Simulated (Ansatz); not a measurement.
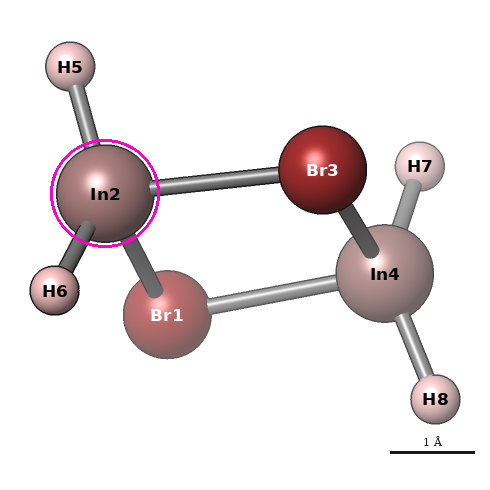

The picture comes from a calculation with Ansatz.

Orthographic view. Atoms fade into the background with distance from the viewer. The species has charge +1 and is a spin doublet. Geometry: the geometry of the neutral molecule.

Q: Name the neighbours of the circled atom.

A: The circled atom is In2; it is bonded to Br1, Br3, H5, H6.

Q: Of Br1 and In2, which is nearer the viewer?

A: In2; the bond to Br1 points away from the viewer, so it looks shorter than its 2.70 Å.

Q: Which atom is farthest from the viewer?

A: H7, 1.8 Å behind the mean position.
